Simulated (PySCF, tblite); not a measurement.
# CHBCl2N radical: geometry, infrared bands and EPR parameters

What infrared bands and EPR parameters should CHBCl2N radical (`[N]=CB(Cl)Cl`) show?

Computed with tblite 0.8.0 and PySCF 2.14.0, with density-fitted response routines of our own, on a single molecule in the gas phase. Atoms count from 0, in the outputs and in this text.

### 1 Starting geometry

6 atoms, charge 0, multiplicity 2; geometry from: force field or distance geometry start.

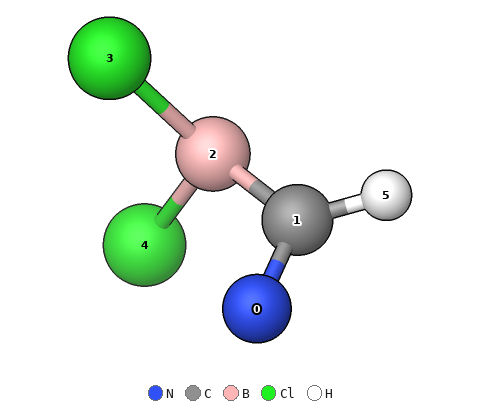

The starting geometry (nitrogen blue, carbon grey, boron pink, chlorine green, hydrogen white), atoms numbered.

### 2 Optimising the geometry with GFN2-xTB

The job: settings as JSON, then the geometry in Å.

```
{"job": {"kind": "relax", "xc": "GFN2-xTB", "basis": "xTB"}, "charge": 0, "multiplicity": 2}
N      1.187400    -0.335800     1.173100
C      0.874300    -0.050200    -0.067400
B     -0.644200     0.070900    -0.432600
Cl    -1.407100     1.673600     0.159400
Cl    -1.658000    -1.438900    -0.056000
H      1.650700     0.082300    -0.798100
```

The run is started by

```console
OMP_NUM_THREADS=1 python probes_run.py task.json out
```

The driver reads the jobs from task.json and runs them one after another.

The program printed:

```text
step      E/eV     max force
  0    -430.36794    5.702
  1    -430.72819    6.264
  2    -431.03297    1.983
  3    -431.17792    1.274
  4    -431.23840    1.084
  5    -431.27006    0.805
  6    -431.31060    0.514
  7    -431.31556    0.292
  8    -431.31932    0.232
  9    -431.32099    0.242
 10    -431.32310    0.176
 11    -431.32522    0.201
 12    -431.32957    0.327
 13    -431.33589    0.421
 14    -431.34427    0.410
 15    -431.35187    0.284
 16    -431.35539    0.195
 17    -431.35829    0.316
 18    -431.36067    0.225
 19    -431.36192    0.176
 20    -431.36295    0.099
 21    -431.36335    0.113
 22    -431.36365    0.096
 23    -431.36390    0.058
 24    -431.36402    0.036
 25    -431.36408    0.032
 26    -431.36412    0.027
 27    -431.36414    0.016
 28    -431.36415    0.009
```

Run time: 0.1 s. Hardware: 1 thread of Arm Neoverse V2, shared host.

Relaxation path:

| step | energy from step 0 (eV) | largest force (eV/Å) |
| --- | --- | --- |
| 0 | 0.0000 | 5.7018 |
| 1 | -0.3603 | 6.2641 |
| 2 | -0.6650 | 1.9832 |
| 3 | -0.8100 | 1.2742 |
| 4 | -0.8705 | 1.0839 |
| 5 | -0.9021 | 0.8053 |
| 6 | -0.9427 | 0.5144 |
| 7 | -0.9476 | 0.2919 |
| 8 | -0.9514 | 0.2323 |
| 9 | -0.9531 | 0.2418 |
| 10 | -0.9552 | 0.1756 |
| 11 | -0.9573 | 0.2014 |
| 12 | -0.9616 | 0.3275 |
| 13 | -0.9680 | 0.4208 |
| 14 | -0.9763 | 0.4102 |
| 15 | -0.9839 | 0.2838 |
| 16 | -0.9875 | 0.1948 |
| 17 | -0.9904 | 0.3160 |
| 18 | -0.9927 | 0.2248 |
| 19 | -0.9940 | 0.1757 |
| 20 | -0.9950 | 0.0990 |
| 21 | -0.9954 | 0.1134 |
| 22 | -0.9957 | 0.0960 |
| 23 | -0.9960 | 0.0583 |
| 24 | -0.9961 | 0.0357 |
| 25 | -0.9961 | 0.0322 |
| 26 | -0.9962 | 0.0269 |
| 27 | -0.9962 | 0.0158 |
| 28 | -0.9962 | 0.0086 |

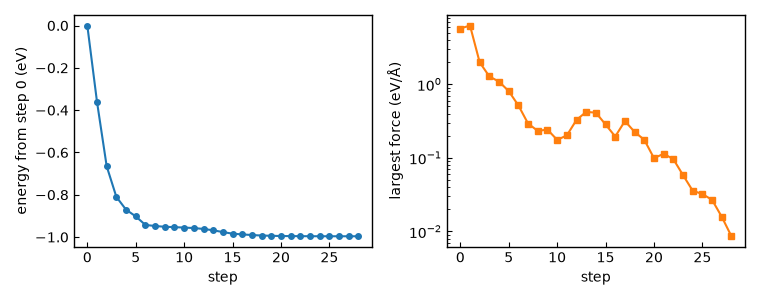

Energy and force, step by step.

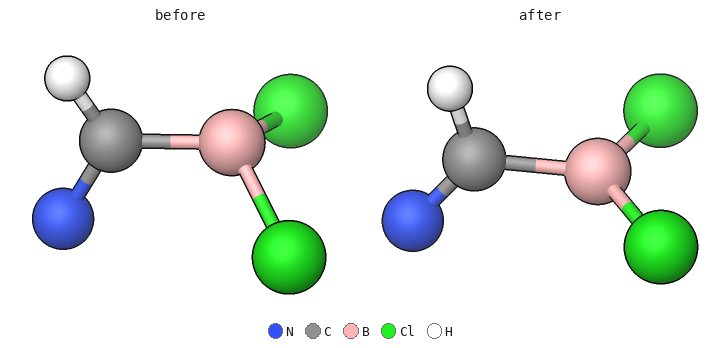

The geometry before (left) and after (right).

Distances of close pairs at the start and the end, largest changes first:

| bond | before (Å) | after (Å) | change (Å) |
| --- | --- | --- | --- |
| B2–Cl3 | 1.871 | 1.703 | -0.168 |
| B2–Cl4 | 1.857 | 1.701 | -0.156 |
| N0–C1 | 1.311 | 1.217 | -0.094 |
| C1–B2 | 1.566 | 1.610 | +0.044 |
| C1–H5 | 1.074 | 1.103 | +0.029 |

The final coordinates are the input of the step that follows.

### 3 Harmonic vibrations with GFN2-xTB

The job: settings as JSON, then the geometry in Å.

```
{"job": {"kind": "ir", "xc": "GFN2-xTB", "basis": "xTB"}, "charge": 0, "multiplicity": 2}
N      1.427371    -0.319222     1.157347
C      0.884634    -0.082746     0.093794
B     -0.707882     0.060074    -0.095771
Cl    -1.400818     1.615080    -0.042305
Cl    -1.652241    -1.340336    -0.294452
H      1.452058     0.069142    -0.840188
```

The program printed:

```text
mode    cm-1     km/mol
  1     -23.3     15.51
  2     124.7     10.93
  3     191.4      0.10
  4     244.9     11.64
  5     440.3      8.57
  6     522.8     14.27
  7     682.3      8.25
  8     820.6    131.31
  9     885.1     96.92
 10    1073.6     20.53
 11    1832.8      3.60
 12    2722.5      5.39
```

Run time: 0.1 s. Hardware: 1 thread of Arm Neoverse V2, shared host.

Which atoms move in the most intense modes:

```
cm⁻¹  km/mol                                 atoms
 -23    15.5             N0 50 %, H5 21 %, C1 10 %
 125    10.9             N0 54 %, B2 15 %, C1 14 %
 245    11.6  Cl3 33 %, Cl4 33 %, C1 15 %, B2 14 %
 440     8.6  B2 44 %, Cl3 18 %, Cl4 16 %, N0 12 %
 523    14.3  C1 38 %, B2 30 %, Cl4 14 %, Cl3 12 %
 821   131.3             B2 58 %, H5 18 %, C1 17 %
 885    96.9                      B2 74 %, C1 20 %
1074    20.5                               H5 88 %
```

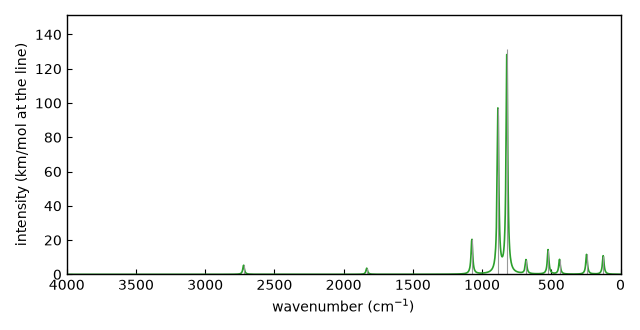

The infrared spectrum from these modes, unscaled. Lines are broadened to a width of 14 cm⁻¹ (Lorentzian).

### 4 EPR parameters: B3LYP/pcH-1

Same as in step 3 but for these lines:

```diff
@@ -1,2 +1,2 @@
-{"job": {"kind": "ir", "xc": "GFN2-xTB", "basis": "xTB"}, "charge": 0, "multiplicity": 2}
+{"job": {"kind": "epr", "basis": "pcH-1"}, "charge": 0, "multiplicity": 2}
 N      1.427371    -0.319222     1.157347
```

Method: UKS B3LYP, pcH-1 on B C Cl H N, non-relativistic, mean-field spin-orbit, GIAO.

The program printed:

```text
UKS, coarse grid
  cycle   1  E = -1038.69085548  |g| = 2.89e-01
  cycle   2  E = -1038.61013209  |g| = 4.94e-01
  cycle   3  E = -1038.72881788  |g| = 8.89e-02
  cycle   4  E = -1038.73138511  |g| = 4.97e-02
  cycle   5  E = -1038.73250105  |g| = 9.20e-03
  cycle   6  E = -1038.73257607  |g| = 5.07e-03
  cycle   7  E = -1038.73260147  |g| = 1.64e-03
  cycle   8  E = -1038.73260890  |g| = 1.01e-03
  cycle   9  E = -1038.73260921  |g| = 3.48e-04
UKS, final grid
  cycle   1  E = -1038.73259257  |g| = 2.35e-04
  cycle   2  E = -1038.73259265  |g| = 2.22e-04
  cycle   3  E = -1038.73259269  |g| = 1.13e-04
  cycle   4  E = -1038.73259271  |g| = 1.02e-04
  cycle   5  E = -1038.73259272  |g| = 3.17e-05
  cycle   6  E = -1038.73259272  |g| = 5.33e-06
E = -1038.73259272 Eh   <S^2> = 0.7591 (exact 0.7500)
g shifts (ppm)      1          2          3
  rmc          -210       -210       -210
  gc             28         21         18
  oz_so        -539         82       3112
  total        -721       -107       2920
hyperfine (MHz)  atom isotope    a_iso     a_fc   dipolar eigenvalues
    0   14N      20.93      21.02    -45.09    -35.32     80.41
    1   13C     -64.26     -64.26    -17.93      1.57     16.36
    2   11B     151.33     151.41     -8.43     -7.73     16.16
    3  35Cl       2.23       2.26     -3.17     -1.39      4.57
    4  35Cl       1.88       1.91     -3.02     -1.37      4.40
    5    1H     307.09     307.09     -5.59     -3.64      9.23
```

Wall time 21 s (1 thread of Arm Neoverse V2, shared host); peak memory 0.6 GiB.

Principal g values 2.00160, 2.00221, 2.00524; g(iso) = 2.00302, against 2.00232 for a free electron.

Mean a(iso) over the nuclei that a row names, and the largest dipolar term of the row (other rows stand at the frozen geometry):

```csv
nuclei,isotope,a(iso) (MHz),"a(iso) (G, at g = 2.0023)",largest dipolar term (MHz)
H5,1H,307.1,109.6,9.2
B2,11B,151.3,54.0,16.2
C1,13C,-64.3,-22.9,-17.9
N0,14N,20.9,7.5,80.4
"Cl3, Cl4",35Cl,2.1,0.7,4.6
```

Mulliken spin populations:

| atom | value (e) |
| --- | --- |
| N0 | 0.91 |
| C1 | -0.18 |
| B2 | 0.11 |
| Cl3 | 0.00 |
| Cl4 | 0.00 |
| H5 | 0.15 |

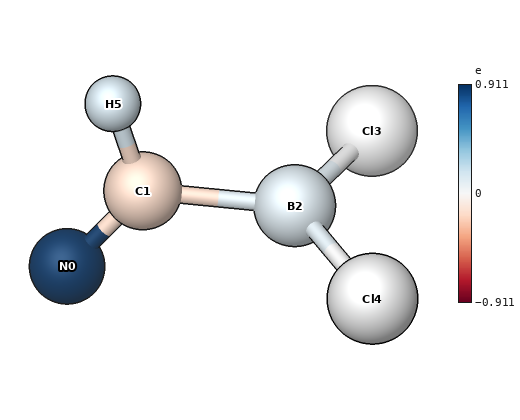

Mulliken spin populations, as colours on the atoms.

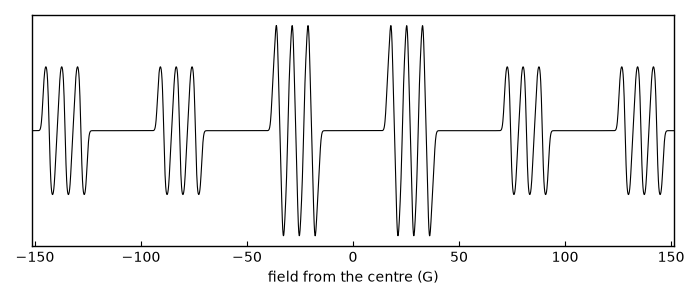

First-order isotropic spectrum (first derivative, main isotopes with spin only, couplings over 0.8 MHz, Gaussian width 0.7 G; couplings of the frozen geometry, rotation of groups not averaged beyond the rows shown).

Orbitals, density, ELF and potential are computed afterwards from the orbital file.

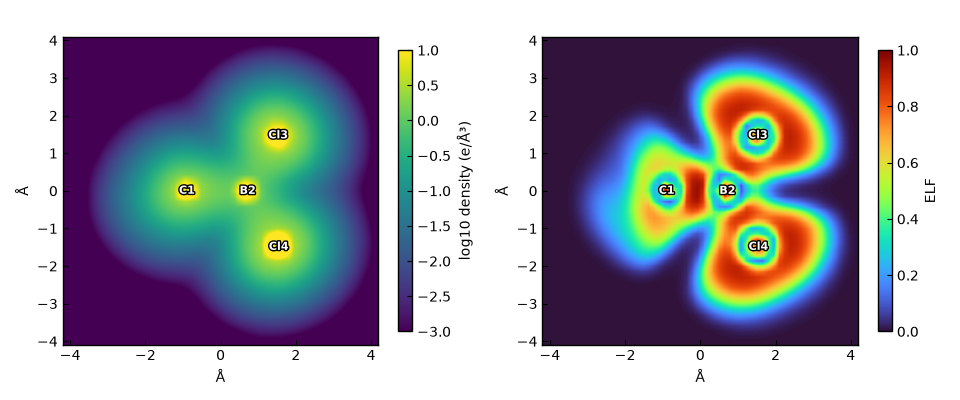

Density (left) and ELF (right) in a plane through or near 4 of the atoms.

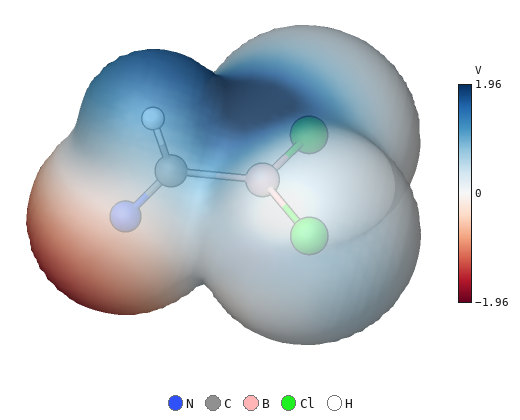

The potential that a unit positive charge feels on the 0.002 e/bohr³ surface, from -1.52 V near N0 to 1.96 V near B2.

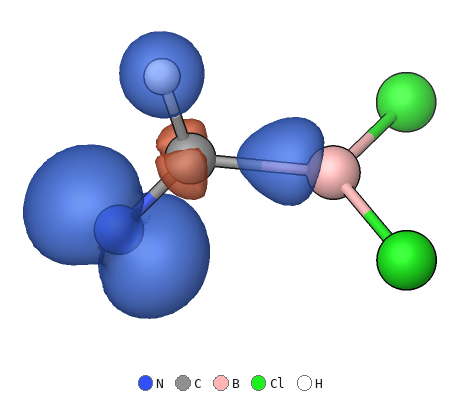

Spin density at ±0.06 e/Å³ (alpha excess blue, beta excess red).

### 5 Summary of results

| quantity | value |
| --- | --- |
| strongest single infrared mode (GFN2-xTB) | 821 cm⁻¹, 131 km/mol |
| zero-point energy (GFN2-xTB) | 13.6 kcal/mol |
| g(iso) (B3LYP) | 2.00302 |
| ⟨S²⟩ | 0.759 (exact 0.75) |
| largest a(iso) (averaged by class) | 1H on H5, 307.1 MHz |
| surface potential, least and greatest | -1.52 V and 1.96 V |

In words: Over 28 steps the energy fell by 0.996 eV; of the close pairs, B2–Cl3 changed most, 1.871 to 1.703 Å. The lowest mode is imaginary (23i cm⁻¹), so the xTB geometry is not a minimum. The strongest single mode, at 821 cm⁻¹, moves mainly B2. Unscaled tight-binding wavenumbers are off by several per cent, some by more. Its intensities can rank the bands wrongly. N0 carries the largest spin population, 0.91 e. The isotropic g lies 0.7 ppt above the free-electron value.
